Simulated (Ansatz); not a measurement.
**Al2B (sextet): the correlation ladder, def2-QZVPP**

Aim: climb from Hartree-Fock through coupled cluster for Al2B (sextet) at one geometry and basis, and see what each rung misses.

Method: def2-QZVPP, core rule «outside noble gas», up to 11 orbitals frozen; program: Ansatz 0.2.0, Gaussian basis.

Plan: UHF; ROHF; CCSD(T) on UHF.

3 further runs of the same task are left out: 1 that didn't finish, 2 set aside as unsound or not needed. Runs told in other sessions of the task aren't counted.

### 1 The geometry

The geometry is a PBE0/def2-TZVP stationary point (not a proven minimum) of the parent state, kept for this charge and spin.

3 atoms, charge 0, spin multiplicity 6.

Atoms are counted from 1 here; the program's logs count them from 0.

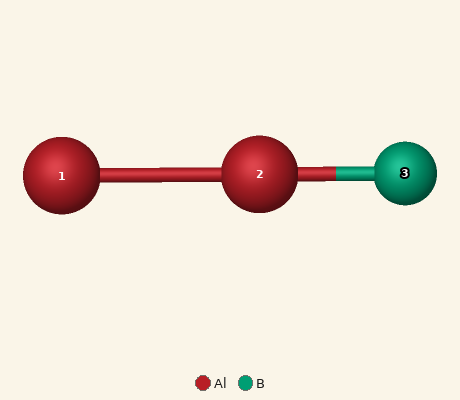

The geometry (aluminium red, boron teal); atoms are numbered from 1 in the order of the file.

In the tables R marks a restricted open-shell determinant and U an unrestricted one; energies count from the table's Hartree-Fock row.

### 2 UHF

Contents of in.yaml:

```yaml
crystal:
  periodic: [false, false, false]
  atoms:
    - {symbol: Al, position_ang: [0.000000, 0.000000, 2.486400]}
    - {symbol: Al, position_ang: [0.000000, 0.000000, -0.240000]}
    - {symbol: B, position_ang: [0.000000, 0.000000, -2.246400]}
basis:
  gaussian: {orbitals: "def2-QZVPP.json"}
magnetization: {spin_polarized: true, initial_magnetization: 5}
hamiltonian: {xc: hf}
output: {orbitals: {seedname: orbitals}}
```

On the command line:

```console
$ ansatz run in.yaml --threads 1 --pin off --events-out ev --progress --plain --max-ram 2393MiB
```

What it wrote:

```text
Functional definition: HF
  name "HF"
  cite "Fock, Z. Phys. 61, 126 (1930) doi:10.1007/BF01340294"
  parent pbe
  exchange = exact_x
  correlation = 0
1138 factors; their error is unknown
mean field evaluation 1: about -13830.7521 eV, gradient 1.1e1 eV
mean field evaluation 2: about -13832.1483 eV, gradient 5.2e0 eV
mean field evaluation 4: about -13832.7490 eV, gradient 9.7e-1 eV
mean field evaluation 8: about -13832.7950 eV, gradient 1.8e-1 eV
mean field evaluation 16: about -13832.8663 eV, gradient 2.2e-5 eV
mean field evaluation 32: about -13832.4449 eV, gradient 1.6e0 eV
mean field evaluation 64: about -13831.8612 eV, gradient 2.6e0 eV
mean field evaluation 96: about -13832.6572 eV, gradient 1.1e0 eV
mean field evaluation 128: about -13832.5630 eV, gradient 2.7e0 eV
mean field -13832.86630871 eV, -508.3484605914 hartree, gradient 2.3e-5 eV, S^2 8.779584; 1 other end points of the search recorded, 0 dependent functions left out
reference -13832.86630871 eV, -508.3484605914 hartree; 18, 13 occupied and 179, 184 virtual orbitals, 1138 factors
Total energy: -13832.86630871 eV, -508.3484605914 hartree
```

It took 31 s on 1 thread of Arm Neoverse V1, shared host; peak memory 0.53 GiB.

From the report: ⟨S²⟩ of the determinant 8.780 (pure sextet: 8.75).

### 3 ROHF

in.yaml: that of step 2 with these lines changed.

```diff
@@ -8,3 +8,3 @@
   gaussian: {orbitals: "def2-QZVPP.json"}
-magnetization: {spin_polarized: true, initial_magnetization: 5}
+magnetization: {spin_polarized: false, initial_magnetization: 5}
 hamiltonian: {xc: hf}
```

The command is unchanged.

What it wrote:

```text
Functional definition: HF
  name "HF"
  cite "Fock, Z. Phys. 61, 126 (1930) doi:10.1007/BF01340294"
  parent pbe
  exchange = exact_x
  correlation = 0
1138 factors; their error is unknown
mean field evaluation 1: about -13830.6770 eV, gradient 1.0e1 eV
mean field evaluation 2: about -13832.0472 eV, gradient 5.7e0 eV
mean field evaluation 4: about -13832.5871 eV, gradient 9.9e-1 eV
mean field evaluation 8: about -13832.6543 eV, gradient 2.0e-1 eV
mean field evaluation 16: about -13832.7269 eV, gradient 3.2e-3 eV
mean field evaluation 32: about -13832.7172 eV, gradient 2.4e-1 eV
mean field evaluation 64: about -13832.7235 eV, gradient 2.6e-1 eV
mean field evaluation 96: about -13832.4299 eV, gradient 3.5e0 eV
mean field evaluation 128: about -13830.6733 eV, gradient 1.6e-4 eV
mean field evaluation 160: about -13824.0277 eV, gradient 8.8e0 eV
mean field -13832.72692149 eV, -508.3433382056 hartree, gradient 1.7e-5 eV, S^2 8.750000; 5 other end points of the search recorded, 0 dependent functions left out
reference -13832.72692149 eV, -508.3433382056 hartree; 18, 13 occupied and 179, 184 virtual orbitals, 1138 factors
Total energy: -13832.72692149 eV, -508.3433382056 hartree
```

It took 36 s on 1 thread of Arm Neoverse V1, shared host; peak memory 0.52 GiB.

### 4 CCSD(T) on UHF

in.yaml: that of step 3 with these lines changed.

```diff
@@ -8,4 +8,3 @@
   gaussian: {orbitals: "def2-QZVPP.json"}
-magnetization: {spin_polarized: false, initial_magnetization: 5}
-hamiltonian: {xc: hf}
-output: {orbitals: {seedname: orbitals}}
+magnetization: {spin_polarized: true, initial_magnetization: 5}
+correlation: {method: ccsd_t, electrons: outside_noble_gas}
```

On the command line:

```console
$ ansatz run in.yaml --threads 4 --pin off --events-out ev --progress --plain --max-ram 9574MiB
```

What it wrote, cut to the lines that bear on the results:

```text
Functional definition: HF
  name "HF"
  cite "Fock, Z. Phys. 61, 126 (1930) doi:10.1007/BF01340294"
  parent pbe
[...]
1172 factors; integrals over basis functions are off by at most 1.0e-3 eV
[...]
mean field -13832.86672150 eV, -508.3484757612 hartree, gradient 3.0e-6 eV, S^2 8.779584; 16 other end points of the search recorded, 0 dependent functions left out
determinant -13832.86672150 eV, -508.3484757612 hartree, with singles and doubles -13837.81007936 eV, -508.5301408118 hartree
determinant -13831.39889977 eV, -508.2945343078 hartree, with singles and doubles -13836.14963554 eV, -508.4691206270 hartree
determinant -13830.98608370 eV, -508.2793635969 hartree, with singles and doubles -13836.15766140 eV, -508.4694155720 hartree
determinant -13830.44461175 eV, -508.2594648699 hartree, with singles and doubles -13834.70408125 eV, -508.4159974868 hartree
determinant -13830.43100845 eV, -508.2589649577 hartree, with singles and doubles -13835.51711018 eV, -508.4458757488 hartree
determinant -13830.38983817 eV, -508.2574519778 hartree, with singles and doubles -13835.55381474 eV, -508.4472246166 hartree
determinant -13829.90796058 eV, -508.2397433032 hartree, with singles and doubles -13835.14031730 eV, -508.4320288659 hartree
determinant -13829.73647169 eV, -508.2334412027 hartree, with singles and doubles -13834.51326369 eV, -508.4089850707 hartree
11 core orbitals not correlated: weight in the atoms' cores, before any rotation towards them, 1.000 or more for the frozen orbitals, at most 0.000 for the correlated occupied ones
reference -13832.86672150 eV, -508.3484757612 hartree; 7, 2 occupied and 179, 184 virtual orbitals, 1172 factors
second order -3.98706439 eV of doubles, -0.00000000 eV of singles
cycle   1  -4.77735777 eV  change   -2.8e-1 eV  update   2.7e-2
[...]
cycle  12  -4.81140066 eV  change    1.8e-6 eV  update   6.3e-6
perturbative correction -0.33587631 eV, -0.0123432266 hartree
Total energy: -13838.01399846 eV, -508.5376347007 hartree
```

Run time: 38 s. Hardware: 4 threads of Arm Neoverse V1, shared host; peak memory 2.3 GiB.

From the report: ⟨S²⟩ of the determinant 8.780 (pure sextet: 8.75); correlation -5.1473 eV; T1 0.041; largest double amplitude 0.07.

### 5 All levels against the top one

No level here is safe as a reference; UCCSD(T) serves as a yardstick only. Rows without a time are mean-field rows or come out of runs for another level: lower rungs of the coupled-cluster runs, or the Hartree-Fock search.

```csv
method,energy from the lowest ROHF (meV),from UCCSD(T) (meV),time
ROHF,0.0,+5287.1,
UHF,-139.8,+5147.3,
UMP2,-4126.9,+1160.2,
UCCSD,-4951.2,+335.9,
UCCSD(T),-5287.1,0,38 s
```

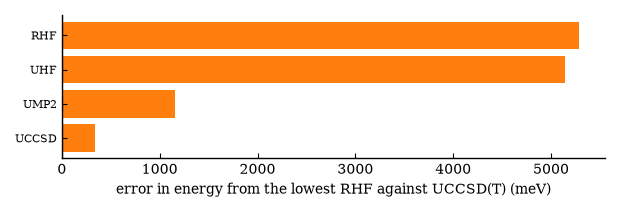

How far each level lands from UCCSD(T).

### 6 Summary of results

| quantity | value |
| --- | --- |
| UCCSD(T) from the ROHF energy | -5.2871 eV |
| UMP2 from UCCSD(T) | +1160.2 meV |
